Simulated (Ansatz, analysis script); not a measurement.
# AlNi3: moments against volume, part 2 of 2

Wanted: energy and moment of AlNi3 against volume, with typed moments, small moments and no spin.

Ansatz 0.2.0; PBE, PAW set soft_1.

So far, largest spin moment in the atom's sphere (μB): step 2 (two spin channels first) 0.258; step 4 (factor 0.82, typed moments) 0.0775; step 5 (factor 0.82, starting moments cut to 30 %) 0.0775.

## 6. Factor 0.94, starting moments cut to 30 %

Level of this step: Ansatz DFT, collinear, cell scaled evenly; PBE, PAW set soft_1; PAW set soft_1 (Ansatz).

The density is converged from the given moments; the state reached depends on that start.

input.yaml reads:

```yaml
crystal:
  lattice:
    - [3.45113547, 0.0, 0.0]
    - [0.0, 3.45113547, 0.0]
    - [0.0, 0.0, 3.45113547]
  atoms:
    - { symbol: Al, position: [0.0, 0.0, 0.0] }
    - { symbol: Ni, position: [0.0, 0.5, 0.5], spin: 0.3 }
    - { symbol: Ni, position: [0.5, 0.0, 0.5], spin: 0.3 }
    - { symbol: Ni, position: [0.5, 0.5, 0.0], spin: 0.3 }
magnetization:
  spin_polarized: true
kpoints:
  mp_grid: { grid: [12, 12, 12] }
hamiltonian:
  xc: pbe
  pseudopotentials: { kind: paw, azcp: { folder: soft_1 } }
scf:
  occupations: { method: fermi_dirac, width: 0.05 }
  max_iter: 120
  convergence: { dr2_threshold: 1.0e-08 }
  lower_state_search: "off"
basis:
  ecutwfc: 420.0
output:
  stress: true
```

On the command line:

```console
> ansatz run input.yaml --threads 1 --pin off --max-ram 2560MiB --backend cpu --events-out ev --progress --plain --runs-dir out
```

Numbers of over 12 decimals in the logs are rounded to 6 here.

The log of the run:

```text
[...]
Crystal: 4 atoms, lattice volume = 41.104 Å³
Basis set: ecut = 420 eV, 799 PW (Γ)
Bands: 35, of which v1, the nominal top of the filled ones, is band 29 counted from 1 (28 counted from 0)
Symmetry: 48 space group operations
[...]
k-points: 84 of 1728
[...]
Internal energy: -18058.120422 eV  (E = F + TS)
E sigma→0 (E₀):  -18058.134033 eV
Entropy (-TS):   -0.027223 eV (-6.806 meV/atom)
Fermi energy:    17.584213 eV
[...]
--- Stress (GPa, compression-positive) ---
       22.484785       0.000000       0.000000
        0.000000      22.484785       0.000000
        0.000000       0.000000      22.484785
  P = ⅓ Tr σ = 22.4848 GPa (224.848 kbar)
[key lines of the parts left out:]
SCF converged after 22 iterations
Magnetization: 0.6408 μB (28.8204 up, 28.1796 down)
Free energy (F): -18058.147645 eV
```

Wall time 62 s (1 thread of Intel Xeon at 2.50GHz (Skylake/Cascade Lake), shared host); peak memory 0.44 GiB.

It ends ferromagnetic, with 0.237 μB on the largest site.

For the largest spin moment in the atom's sphere, step 5 gave 0.0775 μB; this run, with ferromagnetic and scale 0.94, gives 0.237 μB (+205 %).

## 7. Factor 1, no spin

input.yaml, the sections that differ from step 6:

```yaml
crystal:
  lattice:
    - [3.52305473, 0.0, 0.0]
    - [0.0, 3.52305473, 0.0]
    - [0.0, 0.0, 3.52305473]
  atoms:
    - { symbol: Al, position: [0.0, 0.0, 0.0] }
    - { symbol: Ni, position: [0.0, 0.5, 0.5] }
    - { symbol: Ni, position: [0.5, 0.0, 0.5] }
    - { symbol: Ni, position: [0.5, 0.5, 0.0] }
scf:
  occupations: { method: fermi_dirac, width: 0.05 }
  max_iter: 120
  convergence: { dr2_threshold: 1.0e-08 }
# kpoints, hamiltonian, basis, output: as in step 6
# magnetization: removed
```

The log of the run:

```text
[...]
Crystal: 4 atoms, lattice volume = 43.728 Å³
Basis set: ecut = 420 eV, 847 PW (Γ)
Bands: 34, of which v1, the nominal top of the filled ones, is band 29 counted from 1 (28 counted from 0)
Symmetry: 48 space group operations
[...]
k-points: 84 of 1728
[...]
SCF iter   1: F=—  HF=-18058.821811 eV  |F-HF|=—  |Δ(HF+E_count)|=         —  Δρ=5.84e-2  dr2=1.45e0  ethr=3.10e-3  ⟨swp⟩=5.1  Hψ=9704  notcnv=0
[...]
SCF iter   9: F=-18058.374917 eV  HF=-18058.374917 eV  |F-HF|=1.59e-9  |Δ(HF+E_count)|=   6.56e-8  Δρ=4.28e-6  dr2=4.95e-9  ethr=1.75e-11  ⟨swp⟩=4.0  Hψ=13195  notcnv=0
SCF 1 converged in 9 iterations: F = -18058.374917 eV  dr2 = 4.95e-9
[...]
SCF converged after 9 iterations
Free energy (F): -18058.374917 eV
[...]
Internal energy: -18058.333428 eV  (E = F + TS)
E sigma→0 (E₀):  -18058.354173 eV
Entropy (-TS):   -0.041488 eV (-10.372 meV/atom)
Fermi energy:    16.264986 eV
[...]
--- Stress (GPa, compression-positive) ---
        7.065076       0.000000       0.000000
        0.000000       7.065076       0.000000
       -0.000000       0.000000       7.065076
  P = ⅓ Tr σ = 7.0651 GPa (70.651 kbar)
```

The job ended after 16 s (1 thread; peak memory 0.38 GiB).

This is the reference without moments at this size.

## 8. Factor 1.06, no spin

input.yaml, as its differences from that of step 7:

```diff
@@ -2,5 +2,5 @@
   lattice:
-    - [3.52305473, 0.0, 0.0]
-    - [0.0, 3.52305473, 0.0]
-    - [0.0, 0.0, 3.52305473]
+    - [3.59215177, 0.0, 0.0]
+    - [0.0, 3.59215177, 0.0]
+    - [0.0, 0.0, 3.59215177]
   atoms:
```

The log of the run:

```text
[...]
Crystal: 4 atoms, lattice volume = 46.352 Å³
Basis set: ecut = 420 eV, 925 PW (Γ)
Bands: 34, of which v1, the nominal top of the filled ones, is band 29 counted from 1 (28 counted from 0)
Symmetry: 48 space group operations
[...]
k-points: 84 of 1728
[...]
SCF iter   1: F=—  HF=-18058.930849 eV  |F-HF|=—  |Δ(HF+E_count)|=         —  Δρ=7.33e-2  dr2=2.26e0  ethr=3.10e-3  ⟨swp⟩=5.5  Hψ=9746  notcnv=0
[...]
SCF iter   9: F=-18058.395988 eV  HF=-18058.395988 eV  |F-HF|=1.65e-9  |Δ(HF+E_count)|=   6.65e-8  Δρ=4.66e-6  dr2=6.50e-9  ethr=1.75e-11  ⟨swp⟩=4.2  Hψ=13030  notcnv=0
SCF 1 converged in 9 iterations: F = -18058.395988 eV  dr2 = 6.50e-9
[...]
SCF converged after 9 iterations
Free energy (F): -18058.395988 eV
[...]
Internal energy: -18058.351541 eV  (E = F + TS)
E sigma→0 (E₀):  -18058.373764 eV
Entropy (-TS):   -0.044448 eV (-11.112 meV/atom)
Fermi energy:    15.119025 eV
[...]
--- Stress (GPa, compression-positive) ---
       -3.905251       0.000000       0.000000
        0.000000      -3.905251       0.000000
        0.000000       0.000000      -3.905251
  P = ⅓ Tr σ = -3.9053 GPa (-39.053 kbar)
```

Elapsed: 19 s, on 1 thread; peak memory 0.39 GiB.

This is the reference without moments at this size.

## 9. Factor 1.2, no spin

input.yaml, as its differences from that of step 8:

```diff
@@ -2,5 +2,5 @@
   lattice:
-    - [3.59215177, 0.0, 0.0]
-    - [0.0, 3.59215177, 0.0]
-    - [0.0, 0.0, 3.59215177]
+    - [3.7438043, 0.0, 0.0]
+    - [0.0, 3.7438043, 0.0]
+    - [0.0, 0.0, 3.7438043]
   atoms:
```

The log of the run:

```text
[...]
Crystal: 4 atoms, lattice volume = 52.473 Å³
Basis set: ecut = 420 eV, 1021 PW (Γ)
Bands: 34, of which v1, the nominal top of the filled ones, is band 29 counted from 1 (28 counted from 0)
Symmetry: 48 space group operations
[...]
k-points: 84 of 1728
[...]
SCF iter   1: F=—  HF=-18058.773379 eV  |F-HF|=—  |Δ(HF+E_count)|=         —  Δρ=1.09e-1  dr2=5.14e0  ethr=3.10e-3  ⟨swp⟩=5.5  Hψ=9723  notcnv=0
[...]
SCF iter  10: F=-18057.920893 eV  HF=-18057.920893 eV  |F-HF|=2.11e-9  |Δ(HF+E_count)|=  8.00e-11  Δρ=2.78e-6  dr2=3.11e-9  ethr=1.75e-11  ⟨swp⟩=4.3  Hψ=10402  notcnv=0
SCF 1 converged in 10 iterations: F = -18057.920893 eV  dr2 = 3.11e-9
[...]
SCF converged after 10 iterations
Free energy (F): -18057.920893 eV
[...]
Internal energy: -18057.869341 eV  (E = F + TS)
E sigma→0 (E₀):  -18057.895117 eV
Entropy (-TS):   -0.051553 eV (-12.888 meV/atom)
Fermi energy:    12.891403 eV
[...]
--- Stress (GPa, compression-positive) ---
      -19.022515       0.000000       0.000000
       -0.000000     -19.022515       0.000000
        0.000000      -0.000000     -19.022515
  P = ⅓ Tr σ = -19.0225 GPa (-190.225 kbar)
```

Run time: 22 s. Hardware: 1 thread; peak memory 0.4 GiB.

This is the reference without moments at this size.

The other 21 runs of this kind were made alike; their results stand in the table below.

## 10. The curves

```csv
factor,E typed (meV/atom),E small,E no spin,"largest moment, typed (μB)",small,"state, typed","state, small"
0.82,435.7,435.7,435.8,0.08,0.08,weakly spin-polarised,weakly spin-polarised
0.88,200.8,200.8,201.3,0.20,0.20,ferromagnetic,ferromagnetic
0.94,68.0,68.0,69.5,0.24,0.24,ferromagnetic,ferromagnetic
0.97,30.6,30.6,32.6,0.25,0.25,ferromagnetic,ferromagnetic
1,8.7,8.7,11.2,0.26,0.26,ferromagnetic,ferromagnetic
1.03,0.0,0.0,2.9,0.27,0.27,ferromagnetic,ferromagnetic
1.06,2.5,2.5,5.9,0.27,0.27,ferromagnetic,ferromagnetic
1.12,34.7,34.7,39.0,0.28,0.28,ferromagnetic,ferromagnetic
1.2,119.4,119.4,124.7,0.30,0.30,ferromagnetic,ferromagnetic
```

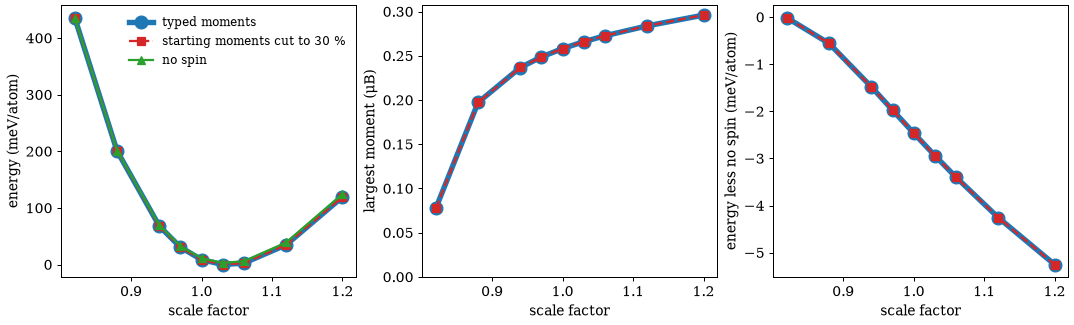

Energy, largest moment and gain by magnetism against the scale factor.

## 11. Summary of results

```
lowest run                  : factor 1.03, typed moments
largest moment, typed start : 0.0775 μB at 0.82 to 0.296 μB at 1.2
gain by magnetism           : 0.0 to 5.3 meV/atom
```

From a factor of 0.82 to 1.2 the largest moment goes from 0.078 to 0.296 μB. The moments stay small throughout, near their onset, where mesh and smearing decide. Site moments are taken in spheres that grow with the cell. Both magnetic starts, which share one pattern of signs, end on one state at every size; other orders were not tried. The cell's shape and the atoms were not relaxed. The 27 scaled-cell runs took 20 min of wall time, added up.

[Logs and program files are shortened in this print: banners, set-up blocks, solver, clock and traceback lines can be left out without a mark of their own.]

[Logs are printed without paths, hosts, clocks, repeated set-up lines and the standing remarks that a program may print on its own settings, such as how far it seeks lower states.]

[Hosts, paths, dates, database ids (printed as entryN), source tags and the programs' standing remarks are cut or masked in the printed files.]

[Where the input sets lower_state_search to off, the program did not look for lower states, so one may exist.]
